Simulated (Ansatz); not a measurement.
**BClFHO: molecular dynamics**

The plan is to follow the molecule's vibrations and see whether its bonds hold. The start is relaxed first. Runs: 300 steps of 0.5 fs under a Langevin thermostat at 400 K. SMILES of the start: OB(F)Cl.

All numbers below are computed with Ansatz 0.2.0 (RKS PBE0-D4/def2-SVP).

### 1 The starting structure

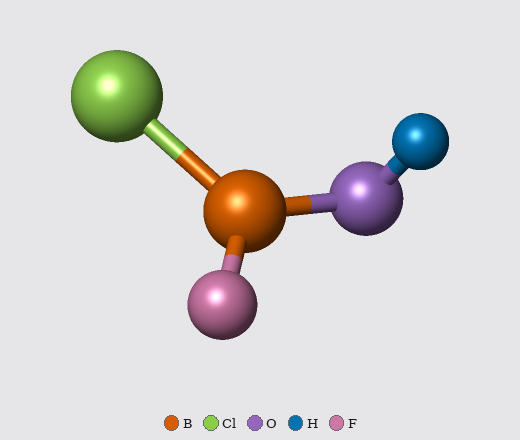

The starting structure, seen from a chosen angle (boron orange, chlorine green, oxygen purple, hydrogen blue, fluorine pink).

Coordinates:

```xyz
5

B     0.0000    0.0000    0.0000
Cl    0.0000    0.0000    1.8600
O     1.2211    0.0000   -0.7050
H     1.5209   -0.9519   -0.8599
F    -1.1431    0.0000   -0.6600
```

### 2 Preparing the start

input.yaml

```yaml
crystal:
  periodic: [false, false, false]
  atoms:
    - { symbol: B, position_ang: [0.0, 0.0, 0.0] }
    - { symbol: Cl, position_ang: [0.0, 0.0, 1.86] }
    - { symbol: O, position_ang: [1.2211, 0.0, -0.705] }
    - { symbol: H, position_ang: [1.5209, -0.9519, -0.8599] }
    - { symbol: F, position_ang: [-1.1431, 0.0, -0.66] }
basis:
  gaussian: { orbitals: def2-SVP }
hamiltonian:
  xc: pbe0
  dispersion: d4
relax:
  f_tol: 0.02
  max_steps: 40
output:
  orbitals: {}
```

Command:

```
> ansatz run input.yaml --threads 1 --pin off --max-ram 2048MiB --backend cpu --events-out ev --progress --plain --runs-dir out
```

What it wrote, cut to the lines that bear on the results:

```text
Warning: RAYON_NUM_THREADS=1 ignored (pool sized by the plan → 1); use --threads N
[...]
Functional definition: PBE0
[...]
672 factors; integrals over basis functions are off by at most 3.9e-4 eV
[...]
mean field -17964.94185193 eV, -660.1994359835 hartree, gradient 2.9e-5 eV, S^2 0.000000; 0 other end points of the search recorded, 0 dependent functions left out
[...]
reference -17964.94187010 eV, -660.1994366513 hartree; 20, 20 occupied and 45, 45 virtual orbitals, 672 factors
relax step   1: F+E_penalty+E_count = -17965.00849448 eV  Δ(F+E_penalty+E_count) = +0.000e0 eV  max|allowed force component| = 2.044e0 eV/Å  Δτ_max = 0.0000 Å  (25 SCF iters, accepted)
[...]
relax step   3: F+E_penalty+E_count = -17965.23202246 eV  Δ(F+E_penalty+E_count) = -3.795e-2 eV  max|allowed force component| = 6.686e-1 eV/Å  Δτ_max = 0.0943 Å  (28 SCF iters, accepted)
[...]
relax step   5: F+E_penalty+E_count = -17965.49899852 eV  Δ(F+E_penalty+E_count) = -1.824e-1 eV  max|allowed force component| = 9.755e-1 eV/Å  Δτ_max = 0.1948 Å  (35 SCF iters, accepted)
[...]
relax step   7: F+E_penalty+E_count = -17965.61053788 eV  Δ(F+E_penalty+E_count) = -1.115e-1 eV  max|allowed force component| = 6.122e-1 eV/Å  Δτ_max = 0.0963 Å  (29 SCF iters, accepted)
[...]
relax step   9: F+E_penalty+E_count = -17965.68330399 eV  Δ(F+E_penalty+E_count) = -1.274e-2 eV  max|allowed force component| = 1.431e-1 eV/Å  Δτ_max = 0.0595 Å  (29 SCF iters, accepted)
[...]
relax step  10: F+E_penalty+E_count = -17965.68376804 eV  Δ(F+E_penalty+E_count) = -4.640e-4 eV  max|allowed force component| = 9.873e-3 eV/Å  Δτ_max = 0.0052 Å  (23 SCF iters, accepted)
672 factors; integrals over basis functions are off by at most 3.8e-4 eV
mean field -17965.61619683 eV, -660.2242177016 hartree, gradient 1.8e-5 eV, S^2 0.000000; 1 other end points of the search recorded, 0 dependent functions left out
[...]
reference -17965.61621510 eV, -660.2242183728 hartree; 20, 20 occupied and 45, 45 virtual orbitals, 672 factors
Total energy: -17965.68378630 eV, -660.2267015687 hartree
Atom 0 at    -0.047802    -0.078261    -0.079585 Å, force     0.007512    -0.002256    -0.004745 eV/Å
Atom 1 at     0.133207    -0.155325     1.677110 Å, force    -0.004248     0.001253     0.001626 eV/Å
Atom 2 at     0.955674    -0.373618    -0.915924 Å, force     0.003941    -0.001271    -0.005376 eV/Å
Atom 3 at     1.768785    -0.627092    -0.467905 Å, force    -0.009873     0.003100     0.002257 eV/Å
Atom 4 at    -1.210964     0.282397    -0.578596 Å, force     0.002668    -0.000826     0.006238 eV/Å
Dipole moment:     0.404302    -0.124083     0.067898 e Å
```

Wall time 19 s (1 thread of Arm Neoverse V2, shared host); peak memory 0.15 GiB.

Relaxation path:

```csv
step,energy from step 1 (eV),largest force component (eV/Å)
1,0.0000,2.0440
2,-0.1856,1.1826
3,-0.2235,0.6686
4,-0.3081,0.4810
5,-0.4905,0.9755
6x,-0.2688,3.3694
7,-0.6020,0.6122
8,-0.6621,0.3401
9,-0.6748,0.1431
10,-0.6753,0.0099
```

Step 1 is the start. 1 step was tried and not accepted (marked x).

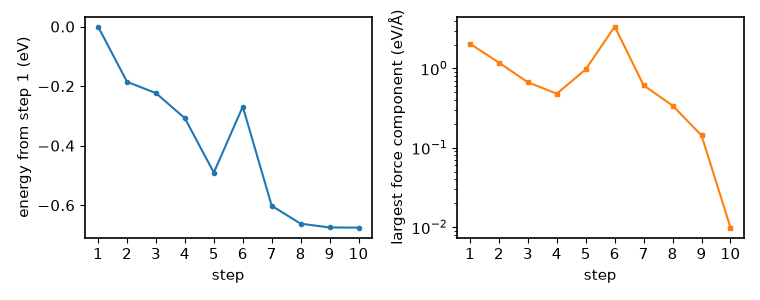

How energy and force went from step to step.

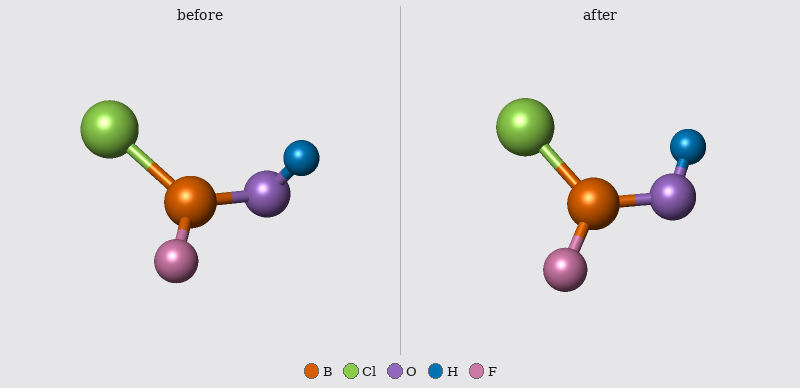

The structure before (left) and after (right), drawn at the same scale.

After: Bond lengths: B1–Cl2 1.768 Å, B1–O3 1.339 Å, O3–H4 0.962 Å, B1–F5 1.316 Å. Angles: Cl2–B1–O3 122.3°, Cl2–B1–F5 118.6°, O3–B1–F5 119.1°, B1–O3–H4 113.6°.

### 3 Dynamics

300 steps of 0.5 fs under a Langevin thermostat at 400 K, from the relaxed start.

input.yaml

```yaml
crystal:
  periodic: [false, false, false]
  atoms:
    - { symbol: B, position_ang: [-0.047802, -0.078261, -0.079585] }
    - { symbol: Cl, position_ang: [0.133207, -0.155325, 1.67711] }
    - { symbol: O, position_ang: [0.955674, -0.373618, -0.915924] }
    - { symbol: H, position_ang: [1.768785, -0.627092, -0.467905] }
    - { symbol: F, position_ang: [-1.210964, 0.282397, -0.578596] }
basis:
  gaussian: { orbitals: def2-SVP }
hamiltonian:
  xc: pbe0
  dispersion: d4
md:
  timestep: 0.5
  n_steps: 300
  ensemble: nvt_langevin
  temperature: 400.0
  initial_velocities: maxwell_boltzmann
  seed: 256968
  friction: 0.005
```

Command:

```
> ansatz run input.yaml --threads 1 --pin off --max-ram 2048MiB --backend cpu --events-out ev --progress --plain --runs-dir out
```

What it wrote, cut to the lines that bear on the results:

```text
Warning: RAYON_NUM_THREADS=1 ignored (pool sized by the plan → 1); use --threads N
[...]
[... 1 set-up line as earlier in the session ...]
[...]
671 factors; integrals over basis functions are off by at most 4.2e-4 eV
[...]
mean field -17965.61619269 eV, -660.2242175494 hartree, gradient 8.2e-5 eV, S^2 0.000000; 0 other end points of the search recorded, 0 dependent functions left out
[...]
reference -17965.61621101 eV, -660.2242182225 hartree; 20, 20 occupied and 45, 45 virtual orbitals, 671 factors
md step     0: t =     0.00 fs  T =   320.0 K  F+E_penalty+E_count = -17965.68376389 eV  E_kin = 0.206816 eV  (24 SCF iters)
[...]
md step    21: t =    10.50 fs  T =   152.2 K  F+E_penalty+E_count = -17965.53922924 eV  E_kin = 0.098378 eV  (23 SCF iters, 3 dispersion substeps)
[...]
md step    42: t =    21.00 fs  T =   190.0 K  F+E_penalty+E_count = -17965.55590759 eV  E_kin = 0.122772 eV  (24 SCF iters, 3 dispersion substeps)
[...]
md step    63: t =    31.50 fs  T =   198.7 K  F+E_penalty+E_count = -17965.57604619 eV  E_kin = 0.128404 eV  (23 SCF iters, 3 dispersion substeps)
[...]
md step    84: t =    42.00 fs  T =   225.7 K  F+E_penalty+E_count = -17965.58035533 eV  E_kin = 0.145881 eV  (26 SCF iters, 3 dispersion substeps)
md step    85: t =    42.50 fs  T =   227.1 K  F+E_penalty+E_count = -17965.58432194 eV  E_kin = 0.146759 eV  (24 SCF iters, 3 dispersion substeps)
```

### 4 The log goes on: dynamics from the start

The log, continued, cut to the lines that bear on the results:

```text
md step    86: t =    43.00 fs  T =   237.0 K  F+E_penalty+E_count = -17965.58765007 eV  E_kin = 0.153175 eV  (24 SCF iters, 3 dispersion substeps)
[...]
md step   113: t =    56.50 fs  T =   275.5 K  F+E_penalty+E_count = -17965.66734392 eV  E_kin = 0.178033 eV  (23 SCF iters, 3 dispersion substeps)
[...]
md step   140: t =    70.00 fs  T =   130.7 K  F+E_penalty+E_count = -17965.60114998 eV  E_kin = 0.084500 eV  (23 SCF iters, 3 dispersion substeps)
[...]
md step   167: t =    83.50 fs  T =   134.2 K  F+E_penalty+E_count = -17965.58729298 eV  E_kin = 0.086737 eV  (24 SCF iters, 3 dispersion substeps)
[...]
md step   193: t =    96.50 fs  T =   234.0 K  F+E_penalty+E_count = -17965.61790964 eV  E_kin = 0.151264 eV  (23 SCF iters, 3 dispersion substeps)
md step   194: t =    97.00 fs  T =   240.3 K  F+E_penalty+E_count = -17965.62880884 eV  E_kin = 0.155289 eV  (31 SCF iters, 3 dispersion substeps)
```

### 5 The log goes on: dynamics from the start

Output, continued, cut to the lines that bear on the results:

```text
md step   195: t =    97.50 fs  T =   269.9 K  F+E_penalty+E_count = -17965.63707536 eV  E_kin = 0.174453 eV  (31 SCF iters, 3 dispersion substeps)
[...]
md step   217: t =   108.50 fs  T =   211.9 K  F+E_penalty+E_count = -17965.63039693 eV  E_kin = 0.136951 eV  (23 SCF iters, 3 dispersion substeps)
[...]
md step   239: t =   119.50 fs  T =   200.1 K  F+E_penalty+E_count = -17965.60787448 eV  E_kin = 0.129302 eV  (31 SCF iters, 3 dispersion substeps)
[...]
md step   261: t =   130.50 fs  T =   169.1 K  F+E_penalty+E_count = -17965.58362482 eV  E_kin = 0.109316 eV  (31 SCF iters, 3 dispersion substeps)
[...]
md step   298: t =   149.00 fs  T =   257.9 K  F+E_penalty+E_count = -17965.61198104 eV  E_kin = 0.166676 eV  (31 SCF iters, 3 dispersion substeps)
md step   299: t =   149.50 fs  T =   260.2 K  F+E_penalty+E_count = -17965.60923811 eV  E_kin = 0.168139 eV  (31 SCF iters, 3 dispersion substeps)
[...]
md step   300: t =   150.00 fs  T =   279.3 K  F+E_penalty+E_count = -17965.60957181 eV  E_kin = 0.180501 eV  (26 SCF iters, 3 dispersion substeps)
Total energy: -17965.60959028 eV, -660.2239749154 hartree
Atom 0 at    -0.219984     0.090959    -0.142466 Å, force     2.314948    -1.384559     0.540429 eV/Å
Atom 1 at     0.267903     0.242505     1.583551 Å, force    -0.023368    -0.066815    -0.611209 eV/Å
Atom 2 at     0.539836    -0.573468    -1.062193 Å, force    -1.103384     0.789672     0.409914 eV/Å
Atom 3 at     1.350946    -0.959724    -0.744441 Å, force     0.356447    -0.087304     0.326854 eV/Å
Atom 4 at    -1.346537     0.588549    -0.477230 Å, force    -1.544643     0.749007    -0.665988 eV/Å
Dipole moment:     0.330311    -0.180509    -0.026381 e Å
```

Wall time 6.6 min (1 thread of Arm Neoverse V2, shared host); peak memory 0.11 GiB.

### 6 What the atoms did

One step in 16; energies are changes from step 0:

```csv
time (fs),T (K),potential energy change (meV/atom)
0.0,320,0.0
8.0,237,20.8
16.0,141,34.0
24.0,236,19.1
32.0,190,22.1
40.0,210,23.6
48.0,250,11.2
56.0,283,3.2
64.0,101,15.0
72.0,126,16.0
80.0,179,11.4
88.0,180,17.7
96.0,219,15.1
104.0,212,13.5
112.0,167,13.4
120.0,199,15.1
128.0,151,23.5
136.0,175,21.4
144.0,267,10.8
150.0,279,14.8
```

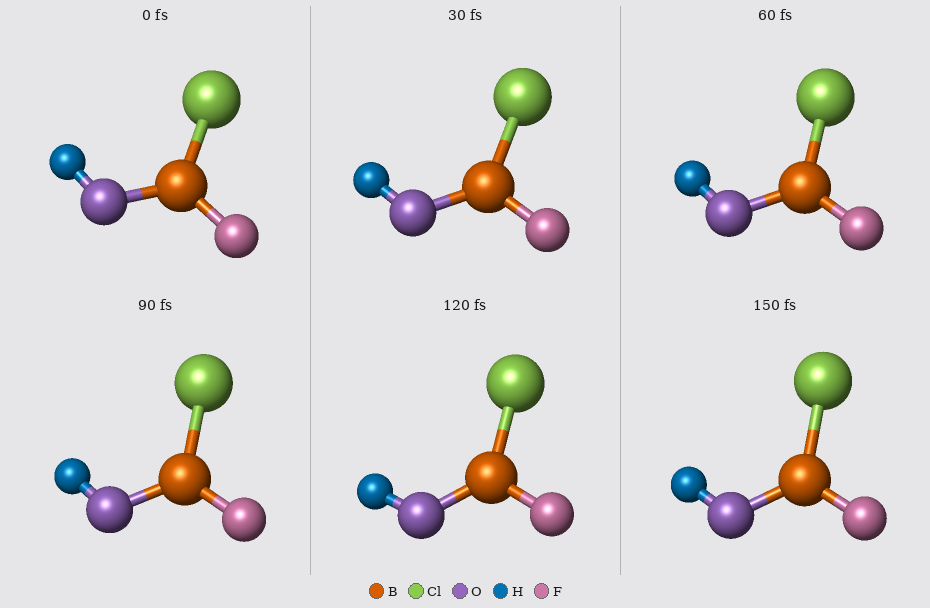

Six frames of the run, seen from a chosen angle. Sticks join atoms within a bonding distance in each frame.

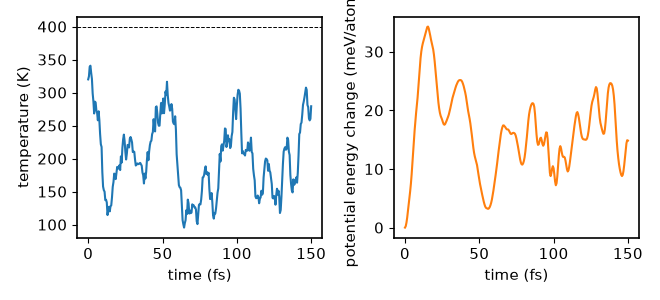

Traces against time; each panel has its own scale. The dashed line is the set temperature.

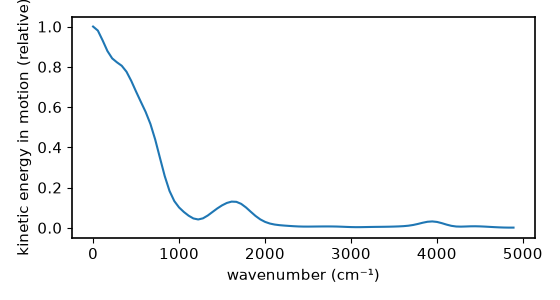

Power spectrum of the mass-weighted velocities; a run of 150 fs resolves no finer than about 440 cm⁻¹.

### 7 Positions and forces

Positions (Å) and forces (eV/Å):

```xyz
5
time_fs=19.0 T=178 dE=0.1519
B     0.013   -0.086   -0.035   -1.300    0.270   -1.620
Cl    0.120   -0.122    1.688    0.511   -0.124    0.624
O     0.864   -0.436   -1.004    1.627   -0.417    0.712
H     1.747   -0.707   -0.699   -0.478    0.084   -0.186
F    -1.137    0.324   -0.559   -0.360    0.188    0.470
5
time_fs=37.5 T=162 dE=0.1258
B    -0.038   -0.108   -0.140    0.009    0.440    1.150
Cl    0.165   -0.094    1.694    0.276   -0.320   -1.443
O     0.867   -0.514   -1.055   -0.320   -0.105    0.855
H     1.638   -0.941   -0.656   -0.126    0.166   -0.114
F    -1.186    0.422   -0.504    0.162   -0.180   -0.448
5
time_fs=56.0 T=283 dE=0.0160
B    -0.084   -0.057   -0.076   -0.083    0.260   -0.338
Cl    0.238   -0.071    1.640   -0.003   -0.024    0.600
O     0.794   -0.572   -0.945   -0.386    0.047   -0.406
H     1.559   -0.986   -0.544    0.159   -0.042    0.161
F    -1.196    0.519   -0.507    0.313   -0.240   -0.017
5
time_fs=75.0 T=131 dE=0.0759
B    -0.105    0.002   -0.059   -1.051    0.507    0.170
Cl    0.307   -0.049    1.650   -0.326    0.296    0.518
O     0.730   -0.583   -0.889    0.671   -0.363   -1.034
H     1.500   -0.899   -0.407    0.137   -0.176   -0.144
F    -1.213    0.578   -0.523    0.569   -0.264    0.490
5
time_fs=94.0 T=235 dE=0.0742
B    -0.093    0.008   -0.102   -1.244    0.777    1.171
Cl    0.322    0.015    1.677   -0.358    0.070   -1.132
O     0.680   -0.603   -0.978    0.849   -0.655   -0.334
H     1.436   -1.072   -0.582   -0.431    0.347   -0.226
F    -1.222    0.614   -0.515    1.185   -0.540    0.521
5
time_fs=112.5 T=143 dE=0.0723
B    -0.089    0.004   -0.092   -1.204    0.816   -0.121
Cl    0.278    0.101    1.612    0.370   -0.226    0.336
O     0.597   -0.578   -1.057    1.245   -1.096   -0.119
H     1.337   -1.126   -0.746   -0.218    0.330   -0.198
F    -1.194    0.613   -0.485   -0.193    0.176    0.101
5
time_fs=131.0 T=192 dE=0.0939
B    -0.147    0.005   -0.139    1.309   -0.069   -0.027
Cl    0.269    0.185    1.590    0.251   -0.409   -0.424
O     0.609   -0.597   -1.104   -0.888    0.526    0.770
H     1.469   -0.929   -0.845    0.069   -0.086    0.273
F    -1.234    0.635   -0.473   -0.741    0.038   -0.592
5
time_fs=150.0 T=279 dE=0.0742
B    -0.220    0.091   -0.142    2.315   -1.385    0.540
Cl    0.268    0.242    1.584   -0.023   -0.067   -0.611
O     0.540   -0.574   -1.062   -1.103    0.790    0.410
H     1.351   -0.960   -0.744    0.356   -0.087    0.327
F    -1.347    0.589   -0.477   -1.545    0.749   -0.666
```

### 8 Outcome

```
                        quantity                          value
         relaxation of the start        8 moves, 0.675 eV lower
                          length            300 steps of 0.5 fs
temperature, first and last step                  320 and 279 K
        temperature, second half  mean 197 K, from 109 to 308 K
   potential energy, second half    +16 meV/atom from the start
          bonds formed or broken                              0
```

What this shows: Against a set 400 K the second half averages 197 K with a spread of 51 K; 16 meV/atom has gone into potential energy, and a thermostat that acts over some 200 fs has not made it up in 150 fs. The bonds all hold. 150 fs on 5 atoms is far too short and small for converged averages. The nuclei move classically, without zero-point motion, which matters most for hydrogen.
